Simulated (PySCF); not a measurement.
# HfN2: singlet, from a side-on start

Where does singlet HfN2 go from a side-on start, is the end point a minimum, and what are its modes, charges and moments?

Program: PySCF 2.14.0. Level of theory: PBE0, basis Hf def2-TZVP with ECP60, N def2-TZVP, scalar-relativistic core potentials, no spin–orbit coupling, density fitting. These are calculated values, not measurements.

### 1 Starting geometry

3 atoms, charge 0, spin multiplicity 1.

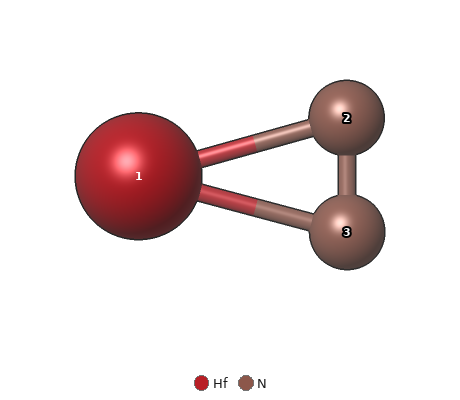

Start geometry, drawn with hafnium red, nitrogen brown; atoms are numbered from 1 in the order of the file.

```xyz
3
charge 0 multiplicity 1
Hf    0.0000    0.0000    0.0000
N     0.6000    0.0000    2.1940
N    -0.6000    0.0000    2.1940
```

### 2 The SCF at the typed geometry

The steps below are one call of a driver around PySCF. For each, scf.py gives the equivalent set-up of the SCF; relaxations use the driver's own optimiser. After this first run the driver tries any further starts and a stability analysis.

File scf.py:

```python
from pyscf import gto, scf, dft
mol = gto.M(atom='''
Hf     0.000000     0.000000     0.000000
N      0.600000     0.000000     2.194040
N     -0.600000     0.000000     2.194040''',
    basis={'Hf': 'def2-TZVP', 'N': 'def2-TZVP'},
    ecp={'Hf': 'def2-TZVP'},
    charge=0, spin=0)
mf = dft.RKS(mol, xc='PBE0')
mf.grids.atom_grid = (50, 194)
aux = {'Hf': 'def2-universal-JKFIT', 'N': 'def2-universal-JKFIT'}
mf = mf.density_fit(auxbasis=aux)
mf.conv_tol = 1e-08
mf.diis_space = 10
mf.max_cycle = 60
mf.init_guess = 'minao'
mf.verbose = 4
mf.kernel()
```

On the command line:

```sh
> OMP_NUM_THREADS=2 python axn.py task.json out
```

The runs that follow: Relaxation: side-on start, singlet; Is it a minimum? Harmonic modes; The broken-symmetry singlet; Frequencies.

Q: Predict the outcome of this session. Wanted: minimum; geometry; wavenumbers; dipole moment; highest occupied, lowest empty level; polar-tensor charge of Hf1; zero-point energy; atomisation energy; ⟨S²⟩.

**Answer**, as computed:

| quantity | value |
| --- | --- |
| minimum | broken-symmetry (Ms = 0), C2v |
| geometry | Hf–N 2.088 Å (×2), N–N 1.203 Å; Hf–N–N 73.3° (×2), N–Hf–N 33.5° |
| wavenumbers (cm⁻¹) | 437, 626, 1668 |
| dipole moment | 2.74 D |
| highest occupied, lowest empty level (either spin) | -5.48, -2.74 eV |
| polar-tensor charge of Hf1 | +0.21 e |
| zero-point energy | 16.3 kJ/mol |
| entropy at 298.15 K | 271.5 J/(mol K) |
| atomisation energy (no zero-point energy) | 1008 kJ/mol |
| ⟨S²⟩ | 0.199 |

In words: The side-on start keeps its C2v symmetry and ends in a minimum. The strongest infrared band lies at 1668 cm⁻¹. Other starts or spin states, not run here, may lie lower. The SCF density has lower symmetry than the nuclear frame. Spin–orbit coupling, left out here, can matter for elements this heavy.
